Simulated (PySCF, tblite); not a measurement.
# C₅H₁₁N₂PSi: geometry, infrared bands and NMR shifts

Aim: predict the infrared bands and NMR shifts of C₅H₁₁N₂PSi (`C[C@@H]1[C@H](C#N)CN[Si@H]1P`).

Computed with tblite 0.8.0 and PySCF 2.14.0, with density-fitted response routines of our own, on a single molecule in the gas phase. Atoms are numbered from 0 throughout.

### 1 The starting structure

20 atoms, charge 0, multiplicity 1; geometry from: force field or distance geometry start.

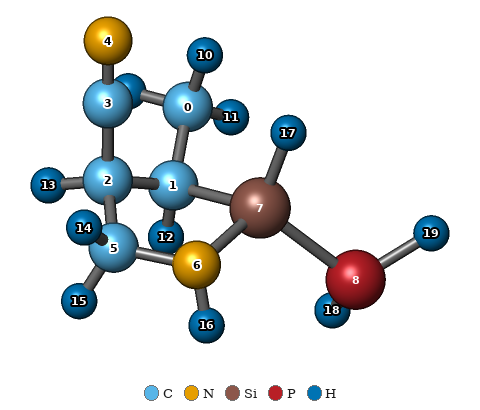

The starting geometry (carbon blue, nitrogen amber, silicon brown, phosphorus red, hydrogen blue), atoms numbered.

### 2 Relaxing the molecule with GFN2-xTB

Job settings and geometry (Å):

```
{"job": {"kind": "relax", "xc": "GFN2-xTB", "basis": "xTB"}, "charge": 0, "multiplicity": 1}
C     -0.808300     1.252300     1.368100
C     -0.502900     0.615500     0.039100
C     -1.229700    -0.673300    -0.187500
C     -1.345600    -1.455400     1.027700
N     -1.433500    -2.105300     2.012900
C     -0.586700    -1.469800    -1.252500
N      0.843100    -1.373100    -1.173100
Si     1.259300    -0.095500     0.035400
P      2.755000     1.319200    -0.673200
H     -1.924400     1.438800     1.367600
H     -0.572600     0.631900     2.252600
H     -0.339700     2.259200     1.409600
H     -0.587500     1.291800    -0.802500
H     -2.266700    -0.420300    -0.515400
H     -0.853400    -2.526600    -1.080800
H     -0.989100    -1.224100    -2.250500
H      1.166300    -0.970900    -2.088200
H      1.559600    -0.666100     1.344200
H      2.148100     2.526100    -1.235700
H      3.703500     1.656200     0.399000
```

Started as:

```bash
$ OMP_NUM_THREADS=1 python probes_run.py task.json out
```

This one command runs all jobs of the session in turn.

Output:

```text
step      E/eV     max force
  0    -716.49942    4.592
  1    -716.38831   16.310
  2    -717.09026    1.883
  3    -717.27040    1.413
  4    -717.50194    1.152
  5    -717.70159    1.199
  6    -717.75310    0.653
  7    -717.78798    0.404
  8    -717.81214    0.540
  9    -717.84433    0.592
 10    -717.86440    0.324
 11    -717.88062    0.285
 12    -717.89594    0.458
 13    -717.91259    0.482
 14    -717.92721    0.279
 15    -717.93689    0.203
 16    -717.94244    0.170
 17    -717.94663    0.154
 18    -717.95105    0.155
 19    -717.95635    0.163
 20    -717.96020    0.444
 21    -717.96767    0.274
 22    -717.97455    0.211
 23    -717.98591    0.277
 24    -717.99046    0.229
 25    -717.99601    0.298
 26    -717.99991    0.126
 27    -718.00185    0.113
 28    -718.00422    0.114
 29    -718.00560    0.086
 30    -718.00673    0.166
 31    -718.00766    0.092
 32    -718.00877    0.109
 33    -718.00985    0.079
 34    -718.01053    0.054
 35    -718.01120    0.050
 36    -718.01180    0.067
 37    -718.01236    0.064
 38    -718.01286    0.043
 39    -718.01340    0.063
 40    -718.01402    0.066
 41    -718.01463    0.055
 42    -718.01512    0.041
 43    -718.01551    0.040
 44    -718.01593    0.052
 45    -718.01647    0.067
 46    -718.01703    0.059
 47    -718.01751    0.075
 48    -718.01788    0.069
 49    -718.01821    0.047
 50    -718.01849    0.050
 51    -718.01872    0.037
 52    -718.01892    0.040
 53    -718.01915    0.052
 54    -718.01944    0.053
 55    -718.01973    0.043
 56    -718.01998    0.037
 57    -718.02020    0.038
 58    -718.02044    0.042
 59    -718.02070    0.038
 60    -718.02094    0.032
 61    -718.02113    0.037
 62    -718.02132    0.048
 63    -718.02154    0.052
 64    -718.02175    0.041
 65    -718.02190    0.029
 66    -718.02201    0.028
 67    -718.02212    0.030
 68    -718.02223    0.025
 69    -718.02234    0.027
 70    -718.02243    0.029
 71    -718.02253    0.025
 72    -718.02264    0.028
 73    -718.02273    0.019
 74    -718.02279    0.013
 75    -718.02282    0.014
 76    -718.02286    0.020
 77    -718.02292    0.020
 78    -718.02297    0.014
 79    -718.02301    0.012
 80    -718.02305    0.013
 81    -718.02311    0.020
 82    -718.02320    0.027
 83    -718.02331    0.027
 84    -718.02340    0.020
 85    -718.02346    0.019
 86    -718.02351    0.018
 87    -718.02357    0.021
 88    -718.02365    0.021
 89    -718.02371    0.018
 90    -718.02378    0.021
 91    -718.02386    0.022
 92    -718.02397    0.033
 93    -718.02413    0.041
 94    -718.02433    0.037
 95    -718.02456    0.039
 96    -718.02484    0.059
 97    -718.02510    0.091
 98    -718.02574    0.106
 99    -718.02682    0.103
100    -718.02777    0.154
101    -718.02847    0.063
102    -718.02917    0.108
103    -718.02971    0.087
104    -718.03056    0.070
105    -718.03147    0.286
106    -718.03261    0.075
107    -718.03143    0.299
108    -718.03393    0.056
109    -718.03446    0.053
110    -718.03616    0.148
111    -718.03690    0.080
112    -718.03779    0.070
113    -718.03883    0.073
114    -718.04000    0.082
115    -718.04101    0.097
116    -718.04117    0.142
117    -718.04199    0.101
118    -718.04248    0.069
119    -718.04309    0.048
120    -718.04376    0.051
121    -718.04417    0.068
122    -718.04467    0.066
123    -718.04521    0.051
124    -718.04574    0.049
125    -718.04609    0.053
126    -718.04623    0.094
127    -718.04668    0.039
128    -718.04716    0.042
129    -718.04790    0.049
130    -718.04851    0.067
131    -718.04903    0.046
132    -718.04992    0.047
133    -718.05018    0.068
134    -718.05034    0.082
135    -718.05063    0.046
136    -718.05100    0.056
137    -718.05162    0.070
138    -718.05210    0.089
139    -718.05252    0.073
140    -718.05297    0.069
141    -718.05349    0.060
142    -718.05389    0.055
143    -718.05418    0.042
144    -718.05444    0.034
145    -718.05465    0.039
146    -718.05486    0.044
147    -718.05507    0.043
148    -718.05526    0.033
149    -718.05540    0.022
150    -718.05552    0.022
151    -718.05567    0.026
152    -718.05582    0.025
153    -718.05593    0.028
154    -718.05601    0.024
155    -718.05608    0.022
156    -718.05617    0.024
157    -718.05626    0.018
158    -718.05633    0.016
159    -718.05640    0.020
160    -718.05647    0.022
161    -718.05655    0.023
162    -718.05662    0.017
163    -718.05668    0.012
164    -718.05673    0.014
165    -718.05679    0.016
166    -718.05685    0.016
167    -718.05689    0.011
168    -718.05690    0.011
169    -718.05692    0.012
170    -718.05692    0.011
171    -718.05693    0.009
```

Wall time 3 s (1 thread of Arm Neoverse N1, shared host); peak memory 0.18 GiB.

The steps of the relaxation: (not every step is listed) (the energy doesn't fall at every step)

```
step  energy from step 0 (eV)  largest force (eV/Å)
   0                   0.0000                4.5922
   1                   0.1111               16.3096
   2                  -0.5908                1.8833
   3                  -0.7710                1.4129
   4                  -1.0025                1.1524
   5                  -1.2022                1.1986
   6                  -1.2537                0.6528
   7                  -1.2886                0.4039
   8                  -1.3127                0.5404
  23                  -1.4865                0.2768
  38                  -1.5134                0.0432
  53                  -1.5197                0.0520
  68                  -1.5228                0.0252
  83                  -1.5239                0.0273
  98                  -1.5263                0.1057
 113                  -1.5394                0.0731
 128                  -1.5477                0.0422
 143                  -1.5548                0.0424
 158                  -1.5569                0.0157
 166                  -1.5574                0.0164
 167                  -1.5575                0.0114
 168                  -1.5575                0.0108
 169                  -1.5575                0.0124
 170                  -1.5575                0.0111
 171                  -1.5575                0.0095
```

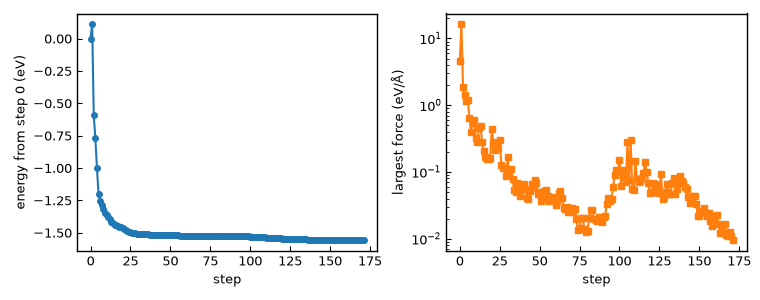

Energy and force, step by step.

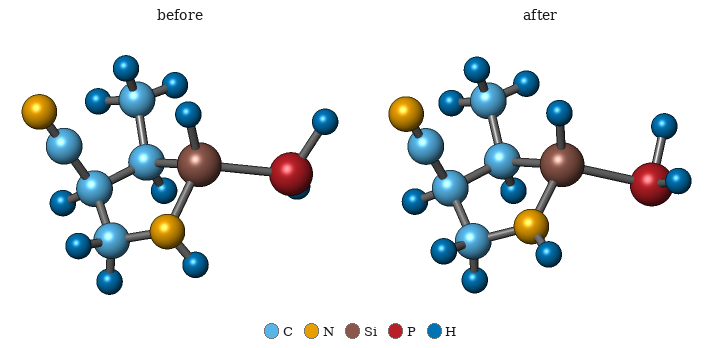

Before and after, at one scale.

Close pairs (by a distance rule), those that changed most:

```
  bond  before (Å)  after (Å)  change (Å)
N6–Si7       1.807      1.712      -0.095
P8–H19       1.471      1.381      -0.090
P8–H18       1.463      1.382      -0.082
Si7–P8       2.177      2.241      +0.064
 C2–C5       1.477      1.536      +0.059
N6–H16       1.051      1.004      -0.046
 C0–H9       1.132      1.090      -0.041
 C3–N4       1.184      1.144      -0.040
```

The final coordinates are the input of the step that follows.

### 3 Infrared spectrum with GFN2-xTB

Job settings and geometry (Å):

```
{"job": {"kind": "ir", "xc": "GFN2-xTB", "basis": "xTB"}, "charge": 0, "multiplicity": 1}
C     -1.059995     1.355751     1.335695
C     -0.599531     0.664712     0.063529
C     -1.297545    -0.682652    -0.171177
C     -1.249213    -1.489135     1.022630
N     -1.207866    -2.149949     1.955116
C     -0.543052    -1.421371    -1.286652
N      0.859804    -1.124232    -1.122469
Si     1.230297     0.137787    -0.026144
P      2.554892     1.664448    -0.993760
H     -2.133395     1.545896     1.312537
H     -0.843558     0.744640     2.209277
H     -0.548788     2.309670     1.448422
H     -0.836722     1.308872    -0.789665
H     -2.352357    -0.550566    -0.440730
H     -0.723577    -2.501072    -1.223159
H     -0.900869    -1.072378    -2.265010
H      1.487886    -1.671737    -1.683143
H      1.704514    -0.350423     1.283054
H      2.756552     2.379468     0.171064
H      3.697376     0.912950    -0.802450
```

Output:

```text
mode    cm-1     km/mol
  1      44.8     11.08
  2      76.5      7.06
  3      85.8      9.43
  4      89.6      6.58
  5     137.8     20.72
  6     148.4      5.42
  7     203.5     14.91
  8     224.4      0.95
  9     257.3      0.43
 10     282.3     49.54
 11     334.2      4.60
 12     399.6     13.82
 13     458.5      6.72
 14     508.6     19.97
 15     575.7     31.00
 16     610.2     42.34
 17     652.1    106.86
 18     660.8    141.38
 19     685.3     43.76
 20     701.6     39.89
 21     727.5     79.07
 22     860.4      4.00
 23     863.3     88.78
 24     936.3      2.51
 25    1001.2      8.68
 26    1010.7      0.98
 27    1031.2      8.02
 28    1116.4     19.37
 29    1123.5      9.05
 30    1131.4     20.49
 31    1147.1     16.32
 32    1168.2     24.41
 33    1190.8     13.46
 34    1225.6     22.57
 35    1264.1     70.30
 36    1288.8      1.77
 37    1318.3      3.36
 38    1355.9     26.13
 39    1421.5      2.28
 40    1492.7      1.39
 41    1503.5      2.55
 42    1508.2      3.26
 43    2144.3    254.13
 44    2319.0    101.55
 45    2401.7    150.69
 46    2406.6    181.39
 47    2869.9     49.89
 48    2909.5     22.07
 49    2919.7     78.24
 50    2926.7     49.44
 51    3000.6     47.75
 52    3028.6     32.39
 53    3037.6     18.94
 54    3502.5      6.05
```

It took 1.8 s on 1 thread of Arm Neoverse N1, shared host; peak memory 0.18 GiB.

Which atoms move in the most intense modes:

```
cm⁻¹  km/mol                                  atoms
 652   106.9  H19 34 %, Si7 18 %, C1 13 %, H17 11 %
 661   141.4   H17 30 %, C5 13 %, H18 11 %, C1 11 %
 728    79.1                     H19 40 %, Si7 21 %
 863    88.8                      N6 42 %, Si7 31 %
2144   254.1                               H17 97 %
2319   101.5                     H18 52 %, H19 46 %
2402   150.7                     H19 51 %, H18 45 %
2407   181.4                       C3 60 %, N4 39 %
```

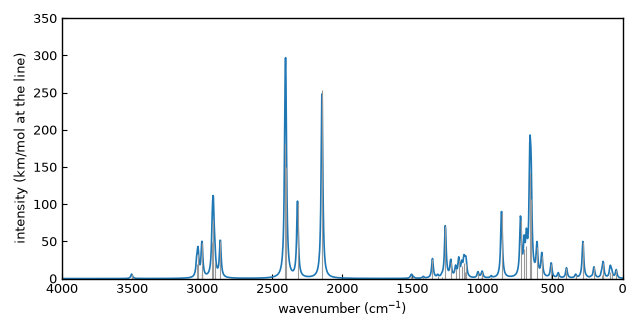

The infrared spectrum from these modes, unscaled. Lines are broadened to a width of 14 cm⁻¹ (Lorentzian).

### 4 NMR shieldings: PBE0/pcSseg-1

Settings changed since step 3:

```diff
@@ -1,2 +1,2 @@
-{"job": {"kind": "ir", "xc": "GFN2-xTB", "basis": "xTB"}, "charge": 0, "multiplicity": 1}
+{"job": {"kind": "nmr", "xc": "PBE0", "basis": "pcSseg-1"}, "charge": 0, "multiplicity": 1}
 C     -1.059995     1.355751     1.335695
```

With the program's defaults for keys left out, this is: GIAO PBE0/pcSseg-1 NMR shielding, non-relativistic, gas phase.

Output:

```text
coarse grid: 17624 points
cycle   1  E = -936.7047855972  dE =  1.191e+00  |g| = 5.650e-01  |ddm| = 4.157e+00
cycle   2  E = -936.5786187143  dE =  1.262e-01  |g| = 9.630e-01  |ddm| = 1.390e+00
cycle   3  E = -936.7739102791  dE = -1.953e-01  |g| = 1.946e-01  |ddm| = 8.754e-01
cycle   4  E = -936.7815503082  dE = -7.640e-03  |g| = 6.284e-02  |ddm| = 1.908e-01
cycle   5  E = -936.7823632510  dE = -8.129e-04  |g| = 1.640e-02  |ddm| = 7.275e-02
cycle   6  E = -936.7824230727  dE = -5.982e-05  |g| = 3.744e-03  |ddm| = 2.086e-02
cycle   7  E = -936.7824258964  dE = -2.824e-06  |g| = 1.206e-03  |ddm| = 4.610e-03
final grid: 160968 points
cycle   8  E = -936.8334225477  dE = -4.184e-05  |g| = 8.678e-03  |ddm| = 3.852e-02
cycle   9  E = -936.8334115687  dE =  1.098e-05  |g| = 1.097e-02  |ddm| = 1.990e-02
cycle  10  E = -936.8334414711  dE = -2.990e-05  |g| = 1.154e-03  |ddm| = 1.164e-02
cycle  11  E = -936.8334417022  dE = -2.312e-07  |g| = 5.373e-04  |ddm| = 1.385e-03
cycle  12  E = -936.8334417557  dE = -5.350e-08  |g| = 1.831e-04  |ddm| = 4.254e-04
cycle  13  E = -936.8334417628  dE = -7.022e-09  |g| = 4.073e-05  |ddm| = 1.655e-04
cycle  14  E = -936.8334417631  dE = -3.365e-10  |g| = 1.225e-05  |ddm| = 5.321e-05
converged SCF energy = -936.8334417631

GIAO shielding tensors (ppm)
atom      isotropic    diamagn.    paramagn.     s11        s22        s33       span
  0 C      172.444     245.709     -73.266    162.652    167.966    186.714     24.062
  1 C      158.514     253.069     -94.555    144.829    163.115    167.597     22.768
  2 C      150.700     251.555    -100.855    135.698    152.945    163.458     27.760
  3 C       60.579     262.163    -201.584    -60.290    -50.970    292.996    353.286
  4 N      -35.758     340.859    -376.617   -205.800   -190.457    288.983    494.783
  5 C      132.300     242.890    -110.591    111.462    132.272    153.164     41.702
  6 N      238.487     324.934     -86.447    189.118    234.905    291.437    102.320
  7 Si     350.754     880.874    -530.120    310.597    354.424    387.242     76.645
  8 P      618.594     967.745    -349.151    573.145    617.636    665.001     91.856
  9 H       30.389      29.192       1.197     25.809     27.237     38.121     12.311
 10 H       30.031      30.603      -0.572     25.752     29.104     35.236      9.484
 11 H       30.458      29.675       0.783     24.691     29.169     37.514     12.823
 12 H       30.398      33.643      -3.245     26.966     28.271     35.957      8.992
 13 H       28.858      30.308      -1.449     24.528     26.587     35.460     10.932
 14 H       27.936      28.715      -0.779     23.314     26.114     34.379     11.066
 15 H       28.019      29.678      -1.659     22.520     26.241     35.297     12.778
 16 H       31.505      32.189      -0.684     21.495     29.207     43.813     22.318
 17 H       25.852      30.907      -5.055     21.915     25.017     30.625      8.710
 18 H       30.786      30.446       0.340     25.185     28.106     39.066     13.881
 19 H       30.504      29.819       0.685     25.129     27.720     38.663     13.534
```

Wall time 1.7 min (1 thread of Arm Neoverse N1, shared host); peak memory 1 GiB.

The references, computed at this level on geometries of the same kind, shield at (ppm): ¹H TMS 31.72, ¹³C TMS 186.9, ²⁹Si TMS 349.2, ¹⁵N NH3 267.7, ³¹P H3PO4 318.4. Their shielding less the atom's gives the shift. The references are single molecules in the gas phase, so shifts against H2O, NH3, PH3, H3PO4 or CFCl3 are not on the usual liquid scales and can be off by tens of ppm. Atoms listed in one row are averaged.

```
       atoms                                                    environment  σ (ppm)  δ (ppm)  δ scaled to CDCl3
          C3                                                 nitrile carbon     60.6    126.3              121.4
          C5                                            sp3 CH2 bonded to N    132.3     54.6               51.4
          C2                                          sp3 CH α to a nitrile    150.7     36.2               33.4
          C1                                            sp3 CH bonded to Si    158.5     28.4               25.8
          C0                                                  methyl carbon    172.4     14.5               12.2
         H17  hydrogen on a silicon bonded to C, N, P, in a 5-membered ring    25.85     5.86                  –
         H14                             hydrogen on an sp3 CH2 bonded to N    27.94     3.78               3.67
         H15                             hydrogen on an sp3 CH2 bonded to N    28.02     3.70               3.59
         H13                           hydrogen on an sp3 CH α to a nitrile    28.86     2.86               2.80
H9, H10, H11                                    hydrogen on a methyl carbon    30.29     1.42               1.45
         H12                             hydrogen on an sp3 CH bonded to Si    30.40     1.32               1.35
    H18, H19                          hydrogen on a phosphorus bonded to Si    30.64     1.07                  –
         H16   hydrogen on a nitrogen bonded to C, Si, in a 5-membered ring    31.50     0.21                  –
          N4                                               nitrile nitrogen    -35.8    303.5                  –
          N6              nitrogen bonded to C, Si, H, in a 5-membered ring    238.5     29.2                  –
         Si7             silicon bonded to C, N, P, H, in a 5-membered ring    350.8     -1.6                  –
          P8                                   phosphorus bonded to Si, 2 H    618.6   -300.2                  –
```

The scaled column applies a straight-line fit of computed shieldings to shifts measured in CDCl3 (root-mean-square error 0.16 ppm for H, 1.9 ppm for C).

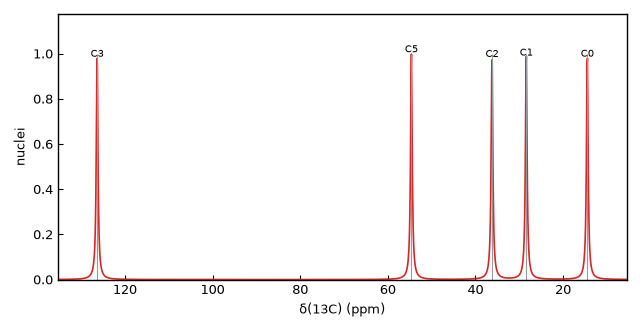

¹³C lines at the computed shifts, without couplings. Lines are broadened to a width of 0.45 ppm (Lorentzian).

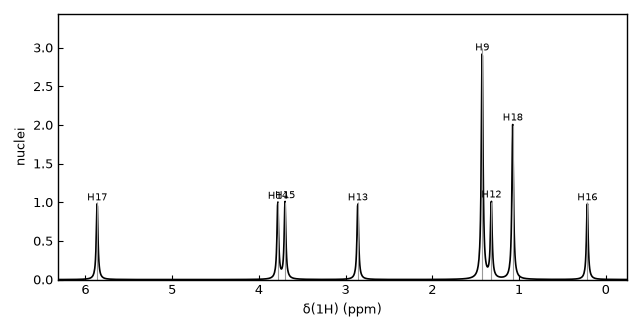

¹H lines at the computed shifts, without couplings. Lines are broadened to a width of 0.02 ppm (Lorentzian).

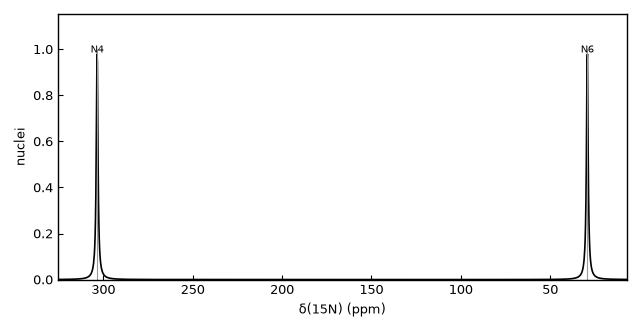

¹⁵N lines at the computed shifts, without couplings. Lines are broadened to a width of 1 ppm (Lorentzian).

Charges from the same density, by scheme (e):

```
atoms  Mulliken    IAO  Hirshfeld  ESP fit
   C0     -0.19  -0.42      -0.12    -0.71
   C1     -0.55  -0.36      -0.10     0.45
   C2     -0.32  -0.15       0.00    -0.30
   C3      0.13   0.13       0.09     0.45
   N4     -0.24  -0.25      -0.22    -0.50
   C5      0.11  -0.13      -0.01    -0.11
   N6     -0.67  -0.69      -0.25    -0.55
  Si7      0.77   0.85       0.33     0.31
   P8     -0.23  -0.12      -0.03    -0.40
```

ESP fit charges:

C0 -0.71; C1 0.45; C2 -0.30; C3 0.45; N4 -0.50; C5 -0.11; N6 -0.55; Si7 0.31; P8 -0.40; H9 0.15; H10 0.18; H11 0.18; H12 0.00; H13 0.13; H14 0.12; H15 0.09; H16 0.35; H17 -0.10; H18 0.12; H19 0.15

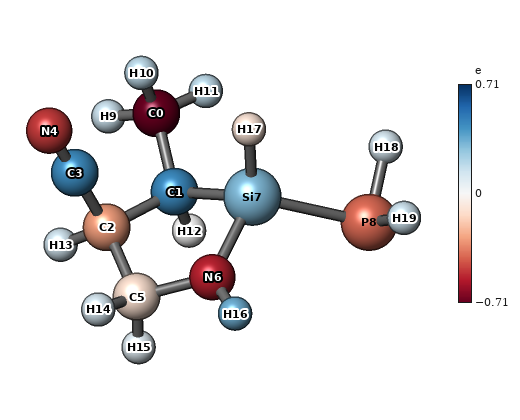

ESP fit charges, as colours on the atoms.

Mayer bond orders: C0–C1 1.05, C1–C2 0.97, C2–C3 0.96, C3–N4 3.03, C2–C5 1.00, C5–N6 0.97, N6–Si7 1.00, Si7–P8 1.01, Si7–C1 0.85.

Ring of atoms C1, C2, C5, N6, Si7: NICS(0) -6.4, NICS(1) -3.5, NICS(1)zz -3.5 ppm (means of both faces).

The fields below are evaluated on a grid from the run's orbitals.

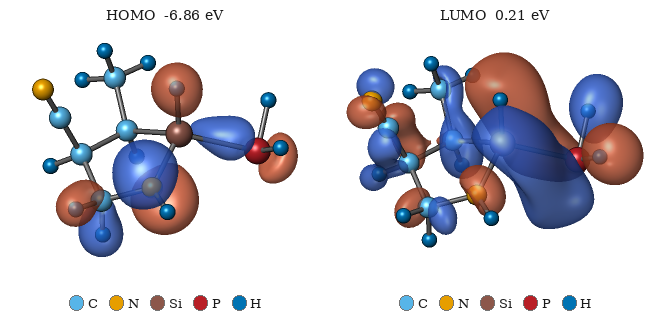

Frontier orbitals at PBE0/pcSseg-1; each surface holds 70 % of the orbital's density, blue and red mark the sign.

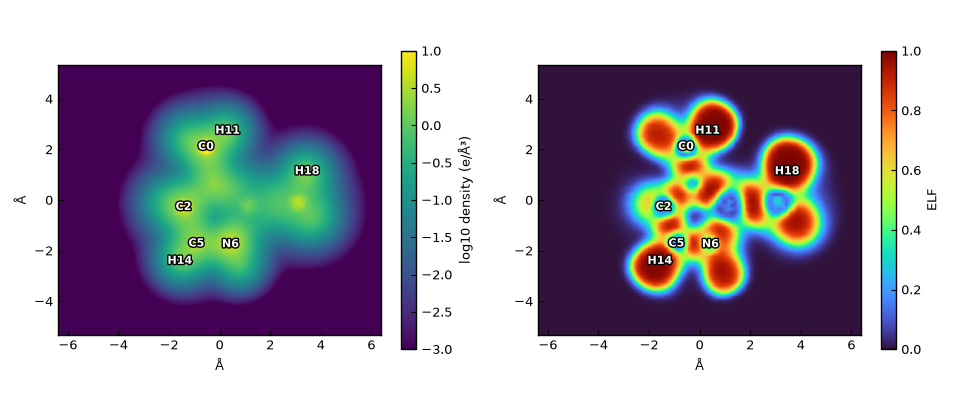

Density (left) and ELF (right) in a plane through or near 7 of the atoms.

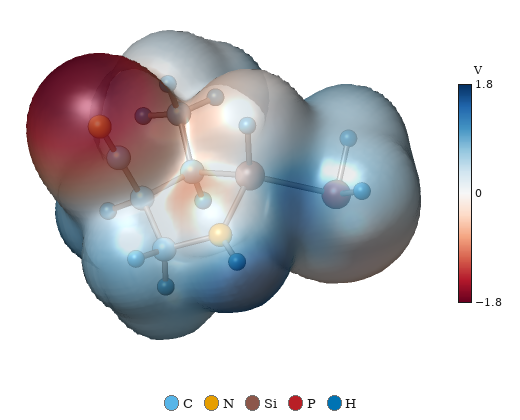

Electrostatic potential on the surface of density 0.002 e/bohr³; red is low, blue high. It runs from -1.80 V near N4 to 1.56 V near H16.

### 5 Results

| quantity | value |
| --- | --- |
| strongest single infrared mode (GFN2-xTB) | 2144 cm⁻¹, 254 km/mol |
| zero-point energy (GFN2-xTB) | 94.8 kcal/mol |
| ¹³C shifts against TMS (PBE0/pcSseg-1) | 126.3, 54.6, 36.2, 28.4, 14.5 ppm |
| ¹H shifts against TMS (PBE0/pcSseg-1, means over atoms taken as alike) | 5.86, 3.78, 3.70, 2.86, 1.42, 1.32, 1.07, 0.21 ppm |
| ¹⁵N shifts against NH3 (PBE0/pcSseg-1) | 303.5, 29.2 ppm |
| ²⁹Si shifts against TMS (PBE0/pcSseg-1) | -1.6 ppm |
| ³¹P shifts against H3PO4 (PBE0/pcSseg-1) | -300.2 ppm |
| surface potential, least and greatest | -1.80 V and 1.56 V |

Relaxing lowered the energy by 1.558 eV in 171 steps; the close pair that moved most is N6–Si7, from 1.807 to 1.712 Å. All 54 modes are real, so the xTB geometry is a minimum. The strongest single mode, at 2144 cm⁻¹, moves mainly H17. GFN2-xTB is a fitted tight-binding method: band positions and strengths are rough. Its intensities can rank the bands wrongly. At PBE0/pcSseg-1: The largest span, 495 ppm, is at N4, where the paramagnetic term is -377 ppm.
